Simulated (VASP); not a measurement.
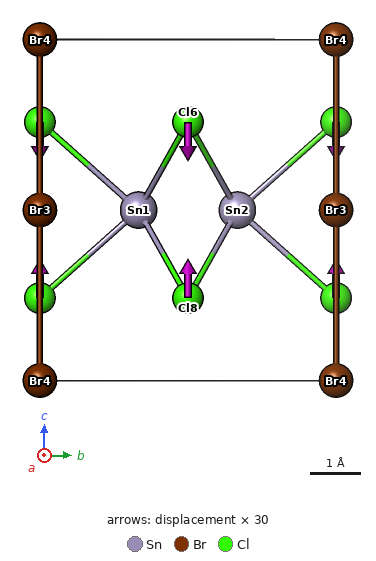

This is a relaxation of a crystal of SnBrCl$_{3}$ (a generated structure, set up in P6/mmm). The starting structure is drawn; purple arrows show the displacements (the part carried along by the change of the cell is left out), magnified 30 times.

Style: ball-and-stick. Shown: the cell of the calculation, along the a axis.

The run lets cell and atoms move.

Method: Kohn-Sham DFT of a periodic cell, PBE, VASP PAW PBE potentials, recommended (VASP 6.6.1).

Input
```
SYSTEM = SnBrCl3
PREC = Normal ; ENCUT = 520
EDIFF = 1E-4 ; ISMEAR = 0
SIGMA = 0.15 ; LREAL = Auto
LASPH = .True. ; NELM = 60
ALGO = Fast ; ISIF = 3
LWAVE = .False. ; LCHARG = .False.
GGA = PE ; IBRION = 2
NSW = 24 ; EDIFFG = -0.08
```

Run as
```bash
cat potpaw_PBE.64/Sn_d/POTCAR potpaw_PBE.64/Br/POTCAR potpaw_PBE.64/Cl/POTCAR > POTCAR
mpirun -np 1 vasp_std > vasp.out
```

Question: Atoms of which element are displaced furthest, and by how much?

Answer: Chlorine: up to 0.027 Å, against 0.000 Å for tin.

Question: What happened in the run?

Answer: The largest moves relative to the cell, 0.027 Å, are those of Cl atoms. Sn and Br stay in place. The drawn cell changes as follows: a = b 6.930 → 6.928 Å (0.0 %), c 6.911 → 6.600 Å (−4.5 %); the volume changes by −4.6 %. Some distances before and after: Br–Br 3.456 → 3.300 Å, Cl–Sn 2.680 → 2.609 Å. Bond angles that change, for instance: Sn–Cl–Sn 96.6° → 100.1°, Cl–Sn–Cl 83.4° → 79.9°, Cl–Sn–Cl 80.6° → 83.2°. The space group stays P6/mmm (No. 191). Over 4 geometry steps the energy falls by 26.8 meV per atom. The largest force component goes from 0.55 to 0.0036 eV/Å. Pressure: −2.00 GPa at the start and 0.14 GPa at the end.
